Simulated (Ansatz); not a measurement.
# Molecular dynamics of SiH5F (part 1 of 2)

- system: SiH5F, SMILES F.[SiH4]
- method: RKS CAM-B3LYP-D4/cc-pVDZ (Ansatz 0.2.0)

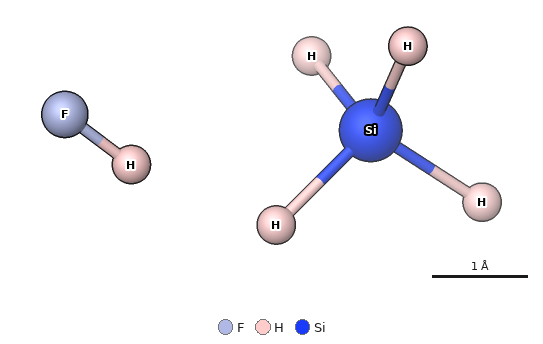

Figure 1. The input geometry (ball-and-stick view, seen at a tilt). Bond lengths as drawn: F–H 0.93 Å and H–Si 1.48 to 1.49 Å.

Results in brief

- outcome: finished
- mean temperature over the second half: 689 K
- trajectory: 40 steps, 10 fs
- ensemble: nve
- temperature in the input: 1500 K
- time step: 0.25 fs
- potential energy (last step): −10674.0487 eV
- mean-field energy (last step): −10673.9986 eV
- dispersion energy (last step): −0.0501 eV
- SCF solution under orbital rotations (last step): stable
- largest force (length of the vector) (last step): 2.903 eV/Å
- dipole moment (last step): 1.82 D
- hardware: 2 threads of Arm Neoverse V2, 23 GiB of memory available, shared host
- wall time: 24 s (CPU time 45 s)
- peak memory: 0.37 GiB

Remarks

So short a trajectory is not equilibrated.

Input
```yaml
crystal:
  periodic: [false, false, false]
  atoms:
    - {symbol: F, position_ang: [-0.203370, 0.031037, -2.625704]}
    - {symbol: H, position_ang: [-0.600911, 0.094569, -1.792552]}
    - {symbol: Si, position_ang: [0.179209, -0.028089, 0.893047]}
    - {symbol: H, position_ang: [-0.362629, 0.057853, 2.270226]}
    - {symbol: H, position_ang: [-0.965155, 0.156423, -0.050709]}
    - {symbol: H, position_ang: [0.783244, -1.359278, 0.651830]}
    - {symbol: H, position_ang: [1.169612, 1.047486, 0.653665]}
basis:
  gaussian: {orbitals: cc-pVDZ}
hamiltonian: {xc: {name: CAM-B3LYP}, dispersion: d4}
md: {n_steps: 40, timestep: 0.25, temperature: 1500, ensemble: nve, seed: 342, initial_velocities: maxwell_boltzmann}
```

Launch command:
```bash
ansatz run in.yaml --threads 2 --pin off --events-out ev --progress --plain --max-ram 5222MiB
```

What the program printed
```
Functional definition: CAM-B3LYP
  name "CAM-B3LYP"
  cite "Yanai, Tew & Handy, Chem. Phys. Lett. 393, 51 (2004) doi:10.1016/j.cplett.2004.06.011"
  cite "Iikura, Tsuneda, Yanai & Hirao, J. Chem. Phys. 115, 3540 (2001) doi:10.1063/1.1383587"
  cite "Becke, Phys. Rev. A 38, 3098 (1988) doi:10.1103/PhysRevA.38.3098"
  cite "Lee, Yang & Parr, Phys. Rev. B 37, 785 (1988) doi:10.1103/PhysRevB.37.785"
  cite "Vosko, Wilk & Nusair, Can. J. Phys. 58, 1200 (1980) doi:10.1139/p80-159"
  parameter alpha = 0.19
  parameter beta = 0.46
  parameter omega = 0.33/bohr
  parameter ac = 0.81
  # Exact exchange under (alpha + beta erf(omega r))/r, Becke's under what is left of 1/r.
  exchange = (1 - alpha - beta)*b88_x + beta*b88_x_sr(omega) + alpha*exact_x + beta*exact_x_lr(omega)
  correlation = (1 - ac)*vwn5_c + ac*lyp_c
619 factors; integrals over basis functions are off by at most 3.9e-4 eV
210 factors; integrals over basis functions are off by at most 1.8e-6 eV
mean field evaluation 1: about -10673.3375 eV, gradient 2.9e1 eV
mean field evaluation 2: about -10673.2681 eV, gradient 3.2e1 eV
mean field evaluation 4: about -10674.6247 eV, gradient 1.9e-1 eV
mean field evaluation 8: about -10674.6249 eV, gradient 9.5e-4 eV
mean field -10674.62493327 eV, -392.2852307769 hartree, gradient 2.6e-5 eV, S^2 0.000000; 0 other end points of the search recorded, 0 dependent functions left out
the calculation of the forces begins
reference -10674.62503653 eV, -392.2852345717 hartree; 14, 14 occupied and 43, 43 virtual orbitals, 619 factors
md step     0: t =     0.00 fs  T =  1500.0 K  F+E_penalty+E_count = -10674.67611872 eV  E_kin = 0.969450 eV  conserved = -10673.70666873 eV  (20 SCF iters)
these checks for a lower state are left out or cut short: starts, cluster_reference, orbital_swaps, neighbouring_geometries, increment
619 factors; integrals over basis functions are off by at most 3.8e-4 eV
210 factors; integrals over basis functions are off by at most 1.9e-6 eV
mean field evaluation 16: about -10674.6176 eV, gradient 4.5e-6 eV
mean field -10674.61758437 eV, -392.2849607099 hartree, gradient 1.3e-5 eV, S^2 0.000000; 0 other end points of the search recorded, 0 dependent functions left out
the calculation of the forces begins
reference -10674.61768762 eV, -392.2849645044 hartree; 14, 14 occupied and 43, 43 virtual orbitals, 619 factors
md step     1: t =     0.25 fs  T =  1488.6 K  F+E_penalty+E_count = -10674.66871637 eV  E_kin = 0.962084 eV  conserved = -10673.70663191 eV  (22 SCF iters)
[... from here on the SCF iterations and repeated set-up lines of each step are left out, up to the last step ...]
md step     2: t =     0.50 fs  T =  1463.5 K  F+E_penalty+E_count = -10674.65236324 eV  E_kin = 0.945833 eV  conserved = -10673.70653044 eV  (22 SCF iters)
md step     3: t =     0.75 fs  T =  1427.1 K  F+E_penalty+E_count = -10674.62869310 eV  E_kin = 0.922321 eV  conserved = -10673.70637226 eV  (22 SCF iters)
md step     4: t =     1.00 fs  T =  1383.3 K  F+E_penalty+E_count = -10674.60019903 eV  E_kin = 0.894019 eV  conserved = -10673.70618050 eV  (21 SCF iters)
md step     5: t =     1.25 fs  T =  1336.7 K  F+E_penalty+E_count = -10674.56987324 eV  E_kin = 0.863883 eV  conserved = -10673.70598995 eV  (21 SCF iters)
md step     6: t =     1.50 fs  T =  1291.7 K  F+E_penalty+E_count = -10674.54067360 eV  E_kin = 0.834834 eV  conserved = -10673.70583913 eV  (21 SCF iters)
md step     7: t =     1.75 fs  T =  1252.0 K  F+E_penalty+E_count = -10674.51494046 eV  E_kin = 0.809182 eV  conserved = -10673.70575861 eV  (21 SCF iters)
md step     8: t =     2.00 fs  T =  1219.5 K  F+E_penalty+E_count = -10674.49393649 eV  E_kin = 0.788176 eV  conserved = -10673.70576078 eV  (21 SCF iters)
md step     9: t =     2.25 fs  T =  1194.2 K  F+E_penalty+E_count = -10674.47765986 eV  E_kin = 0.771824 eV  conserved = -10673.70583594 eV  (21 SCF iters)
md step    10: t =     2.50 fs  T =  1174.4 K  F+E_penalty+E_count = -10674.46498784 eV  E_kin = 0.759031 eV  conserved = -10673.70595670 eV  (21 SCF iters)
md step    11: t =     2.75 fs  T =  1157.4 K  F+E_penalty+E_count = -10674.45408683 eV  E_kin = 0.747999 eV  conserved = -10673.70608828 eV  (21 SCF iters)
md step    12: t =     3.00 fs  T =  1139.9 K  F+E_penalty+E_count = -10674.44293786 eV  E_kin = 0.736738 eV  conserved = -10673.70619972 eV  (22 SCF iters)
md step    13: t =     3.25 fs  T =  1119.5 K  F+E_penalty+E_count = -10674.42981171 eV  E_kin = 0.723541 eV  conserved = -10673.70627106 eV  (22 SCF iters)
md step    14: t =     3.50 fs  T =  1094.4 K  F+E_penalty+E_count = -10674.41358090 eV  E_kin = 0.707285 eV  conserved = -10673.70629581 eV  (22 SCF iters)
md step    15: t =     3.75 fs  T =  1063.8 K  F+E_penalty+E_count = -10674.39383266 eV  E_kin = 0.687554 eV  conserved = -10673.70627822 eV  (22 SCF iters)
md step    16: t =     4.00 fs  T =  1028.3 K  F+E_penalty+E_count = -10674.37081550 eV  E_kin = 0.664586 eV  conserved = -10673.70622912 eV  (22 SCF iters)
md step    17: t =     4.25 fs  T =   988.9 K  F+E_penalty+E_count = -10674.34528214 eV  E_kin = 0.639121 eV  conserved = -10673.70616105 eV  (22 SCF iters)
md step    18: t =     4.50 fs  T =   947.3 K  F+E_penalty+E_count = -10674.31829587 eV  E_kin = 0.612210 eV  conserved = -10673.70608595 eV  (21 SCF iters)
md step    19: t =     4.75 fs  T =   905.2 K  F+E_penalty+E_count = -10674.29104555 eV  E_kin = 0.585032 eV  conserved = -10673.70601306 eV  (22 SCF iters)
md step    20: t =     5.00 fs  T =   864.5 K  F+E_penalty+E_count = -10674.26469655 eV  E_kin = 0.558748 eV  conserved = -10673.70594881 eV  (22 SCF iters)
md step    21: t =     5.25 fs  T =   826.8 K  F+E_penalty+E_count = -10674.24028392 eV  E_kin = 0.534387 eV  conserved = -10673.70589715 eV  (22 SCF iters)
md step    22: t =     5.50 fs  T =   793.4 K  F+E_penalty+E_count = -10674.21864319 eV  E_kin = 0.512783 eV  conserved = -10673.70586020 eV  (22 SCF iters)
md step    23: t =     5.75 fs  T =   765.2 K  F+E_penalty+E_count = -10674.20037018 eV  E_kin = 0.494531 eV  conserved = -10673.70583934 eV  (22 SCF iters)
md step    24: t =     6.00 fs  T =   742.6 K  F+E_penalty+E_count = -10674.18579774 eV  E_kin = 0.479963 eV  conserved = -10673.70583483 eV  (22 SCF iters)
md step    25: t =     6.25 fs  T =   725.9 K  F+E_penalty+E_count = -10674.17498517 eV  E_kin = 0.469138 eV  conserved = -10673.70584697 eV  (22 SCF iters)
md step    26: t =     6.50 fs  T =   714.6 K  F+E_penalty+E_count = -10674.16771330 eV  E_kin = 0.461837 eV  conserved = -10673.70587608 eV  (22 SCF iters)
md step    27: t =     6.75 fs  T =   708.0 K  F+E_penalty+E_count = -10674.16348542 eV  E_kin = 0.457564 eV  conserved = -10673.70592157 eV  (22 SCF iters)
md step    28: t =     7.00 fs  T =   704.9 K  F+E_penalty+E_count = -10674.16153967 eV  E_kin = 0.455558 eV  conserved = -10673.70598199 eV  (22 SCF iters)
md step    29: t =     7.25 fs  T =   703.7 K  F+E_penalty+E_count = -10674.16087800 eV  E_kin = 0.454824 eV  conserved = -10673.70605423 eV  (22 SCF iters)
md step    30: t =     7.50 fs  T =   702.8 K  F+E_penalty+E_count = -10674.16032227 eV  E_kin = 0.454189 eV  conserved = -10673.70613282 eV  (22 SCF iters)
md step    31: t =     7.75 fs  T =   700.0 K  F+E_penalty+E_count = -10674.15860755 eV  E_kin = 0.452398 eV  conserved = -10673.70620927 eV  (21 SCF iters)
md step    32: t =     8.00 fs  T =   693.6 K  F+E_penalty+E_count = -10674.15452089 eV  E_kin = 0.448249 eV  conserved = -10673.70627200 eV  (21 SCF iters)
md step    33: t =     8.25 fs  T =   682.0 K  F+E_penalty+E_count = -10674.14708577 eV  E_kin = 0.440779 eV  conserved = -10673.70630697 eV  (21 SCF iters)
md step    34: t =     8.50 fs  T =   664.5 K  F+E_penalty+E_count = -10674.13577913 eV  E_kin = 0.429479 eV  conserved = -10673.70629992 eV  (21 SCF iters)
md step    35: t =     8.75 fs  T =   641.4 K  F+E_penalty+E_count = -10674.12074648 eV  E_kin = 0.414507 eV  conserved = -10673.70623996 eV  (21 SCF iters)
md step    36: t =     9.00 fs  T =   614.0 K  F+E_penalty+E_count = -10674.10295903 eV  E_kin = 0.396835 eV  conserved = -10673.70612443 eV  (21 SCF iters)
md step    37: t =     9.25 fs  T =   585.3 K  F+E_penalty+E_count = -10674.08424127 eV  E_kin = 0.378278 eV  conserved = -10673.70596335 eV  (21 SCF iters)
md step    38: t =     9.50 fs  T =   559.1 K  F+E_penalty+E_count = -10674.06710497 eV  E_kin = 0.361324 eV  conserved = -10673.70578099 eV  (21 SCF iters)
md step    39: t =     9.75 fs  T =   539.6 K  F+E_penalty+E_count = -10674.05436862 eV  E_kin = 0.348756 eV  conserved = -10673.70561296 eV  (21 SCF iters)
these checks for a lower state are left out or cut short: starts, cluster_reference, orbital_swaps, neighbouring_geometries, increment
619 factors; integrals over basis functions are off by at most 3.9e-4 eV
210 factors; integrals over basis functions are off by at most 1.6e-6 eV
mean field -10673.99850832 eV, -392.2622100846 hartree, gradient 2.6e-5 eV, S^2 0.000000; 0 other end points of the search recorded, 0 dependent functions left out
the calculation of the forces begins
reference -10673.99861182 eV, -392.2622138882 hartree; 14, 14 occupied and 43, 43 virtual orbitals, 619 factors
619 factors; integrals over basis functions are off by at most 3.9e-4 eV
210 factors; integrals over basis functions are off by at most 1.6e-6 eV
mean field -10673.99850832 eV, -392.2622100846 hartree, gradient 2.6e-5 eV, S^2 0.000000; 1 other end points of the search recorded, 0 dependent functions left out
the calculation of the forces begins
reference -10673.99861182 eV, -392.2622138882 hartree; 14, 14 occupied and 43, 43 virtual orbitals, 619 factors
md step    40: t =    10.00 fs  T =   530.9 K  F+E_penalty+E_count = -10674.04861397 eV  E_kin = 0.343117 eV  conserved = -10673.70549730 eV  (21 SCF iters)
```

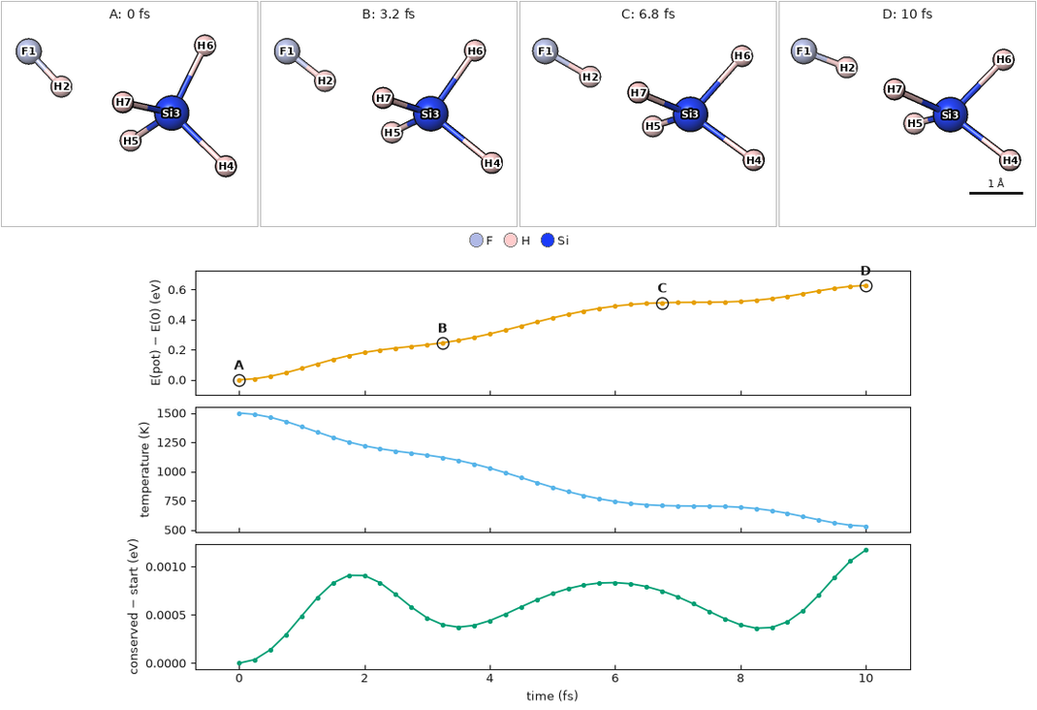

Figure 2. Frames of the molecular dynamics (ball-and-stick, seen at a tilt) above the curves, on which the letters mark them. The trajectory kept here has 41 frames over 10 fs. The temperature starts at 1500 K, ranges from 531 to 1500 K and averages 689 K over the second half. The potential energy ends 0.628 eV above its first value. The conserved quantity stays within 0.0012 eV. After an unweighted best fit of the last frame on the first, the root-mean-square displacement is 0.27 Å.

```
Total energy: -10674.04871747 eV, -392.2640552371 hartree
Atom 0 at    -0.213180     0.065170    -2.675490 Å, force     1.244612     1.416056    -2.174300 eV/Å
Atom 1 at    -0.582019    -0.363854    -1.996603 Å, force    -1.220088    -1.424010     2.216070 eV/Å
Atom 2 at     0.178574    -0.011576     0.929524 Å, force     0.921027    -0.956674    -1.262887 eV/Å
Atom 3 at    -0.244481    -0.066913     2.334365 Å, force    -0.580320     1.157699     0.335577 eV/Å
Atom 4 at    -0.861040    -0.182696    -0.184680 Å, force     0.078552     0.586428     0.753991 eV/Å
Atom 5 at     0.588338    -1.450494     1.068021 Å, force     0.667222     0.037108    -0.586710 eV/Å
Atom 6 at     1.325935     0.957580     0.433386 Å, force    -1.111006    -0.816607     0.718259 eV/Å
Dipole moment:    -0.120307    -0.021201     0.359588 e Å
```

Trajectory as extended XYZ (Å, eV, eV/Å), 28 of the 41 frames kept, from step=0 to step=40
```
7
Properties=species:S:1:pos:R:3:forces:R:3 step=0 time_fs=0.0 energy=-10674.67612 temperature=1500.0
F    -0.2034    0.0310   -2.6257    0.1233  -0.0197  -0.0412
H    -0.6009    0.0946   -1.7926   -0.1298   0.0209   0.1356
Si    0.1792   -0.0281    0.8930   -0.0533   0.0086  -0.0875
H    -0.3626    0.0579    2.2702   -0.0293   0.0045   0.1235
H    -0.9652    0.1564   -0.0507   -0.0629   0.0100  -0.0815
H     0.7832   -1.3593    0.6518    0.0608  -0.1063  -0.0245
H     1.1696    1.0475    0.6537    0.0912   0.0821  -0.0245
7
Properties=species:S:1:pos:R:3:forces:R:3 step=1 time_fs=0.2 energy=-10674.66872 temperature=1488.6
F    -0.2037    0.0320   -2.6268    0.3692  -0.0474  -0.5566
H    -0.5981    0.0815   -1.8018   -0.3747   0.0476   0.6467
Si    0.1794   -0.0268    0.8937   -0.1294  -0.2523   0.0379
H    -0.3586    0.0478    2.2769   -0.0235   0.0502   0.0524
H    -0.9582    0.1449   -0.0545   -0.1257   0.0367  -0.0983
H     0.7761   -1.3667    0.6655    0.0677  -0.0561  -0.0393
H     1.1660    1.0370    0.6487    0.2163   0.2213  -0.0428
7
Properties=species:S:1:pos:R:3:forces:R:3 step=3 time_fs=0.8 energy=-10674.62869 temperature=1427.1
F    -0.2045    0.0339   -2.6290    0.8482  -0.0500  -1.5550
H    -0.5932    0.0554   -1.8188   -0.8516   0.0485   1.6375
Si    0.1796   -0.0244    0.8950   -0.2932  -0.7825   0.2934
H    -0.3507    0.0279    2.2904   -0.0122   0.1434  -0.0915
H    -0.9445    0.1220   -0.0624   -0.2445   0.0865  -0.1293
H     0.7620   -1.3817    0.6928    0.0795   0.0525  -0.0700
H     1.1592    1.0165    0.6387    0.4738   0.5016  -0.0851
7
Properties=species:S:1:pos:R:3:forces:R:3 step=4 time_fs=1.0 energy=-10674.60020 temperature=1383.3
F    -0.2048    0.0348   -2.6301    1.0520  -0.0247  -1.9769
H    -0.5914    0.0425   -1.8260   -1.0543   0.0222   2.0561
Si    0.1798   -0.0232    0.8956   -0.3777  -1.0458   0.4204
H    -0.3467    0.0181    2.2971   -0.0074   0.1909  -0.1626
H    -0.9379    0.1106   -0.0664   -0.2993   0.1096  -0.1425
H     0.7550   -1.3891    0.7064    0.0847   0.1095  -0.0861
H     1.1562    1.0067    0.6336    0.6019   0.6383  -0.1083
```
